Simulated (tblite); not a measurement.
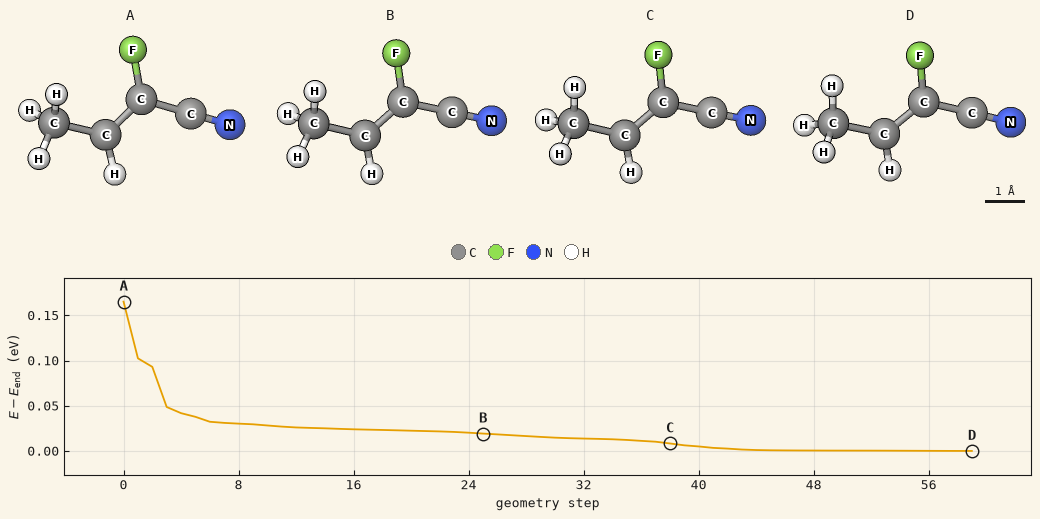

Frames of a relaxation of C4H4FN, marked on the history of the run. A ball-and-stick model, seen at a tilt.

The calculation used GFN2-xTB geometry optimisation, gas phase in tblite 0.8.0. 

> What happens along the run?

An H atom moves most after the best rigid fit: 0.44 Å. Largest moves by element: H 0.44 Å, F 0.38 Å, C 0.11 Å, N 0.07 Å. Among the contacts that change: C–C 1.445 → 1.416 Å, C–H 1.117 → 1.090 Å, C–H 1.105 → 1.080 Å, C–F 1.370 → 1.352 Å. Among the angles between lasting bonds that change: C–C–C 118.5° → 123.5°, F–C–C 119.3° → 114.9°, H–C–H 113.5° → 109.2°. Groups turn about C–C by about 35°. Over 59 geometry steps the energy falls by 0.165 eV. From step 0 to 25: F and H atoms move most (0.14 Å), energy −0.146 eV. From step 25 to 38: an H atom moves most (0.19 Å), energy −0.011 eV. From step 38 to 59: an H atom moves most (0.15 Å), energy −0.008 eV.
